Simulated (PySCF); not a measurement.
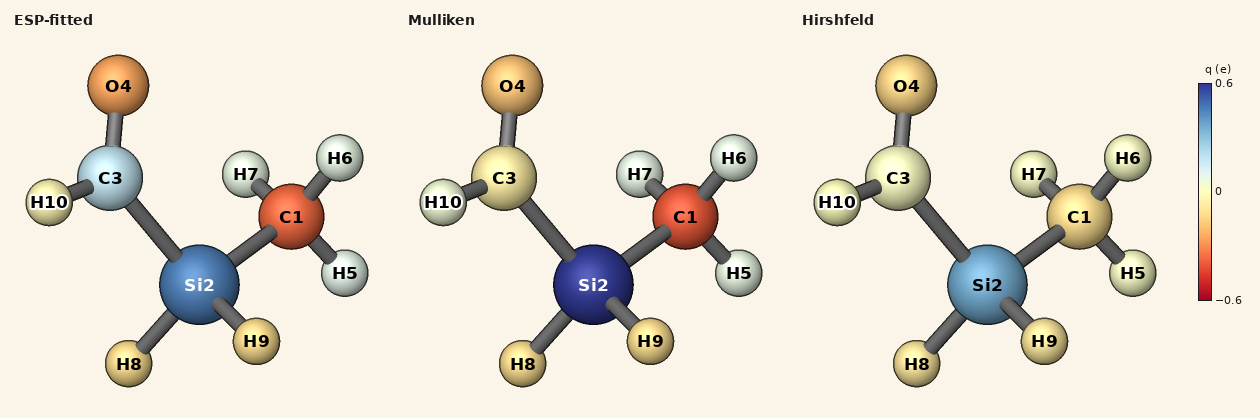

Atomic charges of one calculation by 3 schemes, on one colour scale. Computed geometry: PBE0-D3(BJ)/def2-SVP optimisation. No frequency run is at hand to confirm it as a minimum. Method: PBE0/STO-3G (PySCF 2.14.0).

**On which atom do the schemes disagree most?**

On C1 (from −0.40 to −0.12 e).

List the charges (e), one line for each set of equivalent atoms.

| atom | ESP-fitted | Mulliken | Hirshfeld |
| --- | --- | --- | --- |
| C1 | −0.36 | −0.40 | −0.12 |
| Si2 | 0.45 | 0.59 | 0.36 |
| C3 | 0.19 | −0.06 | 0.01 |
| O4 | −0.25 | −0.18 | −0.14 |
| H5 | 0.09 | 0.08 | 0.01 |
| H6, H7 | 0.08 | 0.08 | 0.02 |
| H8, H9 | −0.12 | −0.12 | −0.08 |
| H10 | −0.03 | 0.05 | 0.00 |
